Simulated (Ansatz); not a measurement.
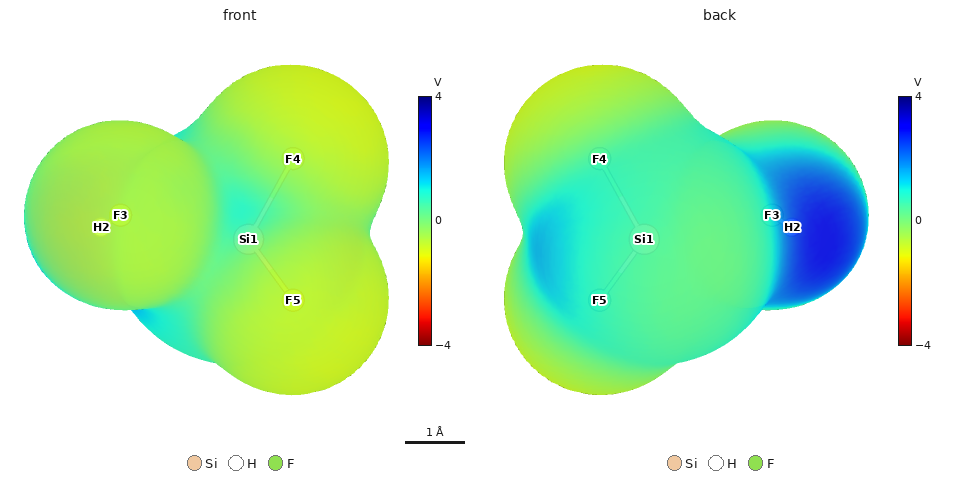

*F2Si···HF. The electrostatic potential painted on the density surface at 0.001 e/bohr³, seen from the front and from behind; red is negative and blue positive.*

The calculation used RKS PBE0-D4/def2-SVP (Ansatz 0.2.0).

```yaml
atoms:
  - { symbol: Si, position_ang: [-0.7948, 0.0000, 0.1854] }
  - { symbol: H, position_ang: [1.4870, 0.0002, 1.5623] }
  - { symbol: F, position_ang: [1.9289, -0.0002, 0.7513] }
  - { symbol: F, position_ang: [-0.7503, 1.2497, -0.8529] }
  - { symbol: F, position_ang: [-0.7502, -1.2497, -0.8530] }
```

**Where is the surface potential most negative and most positive?**

The most negative region (about −0.9 V) lies over F4 and F5, the most positive (about +3.0 V) over H2.
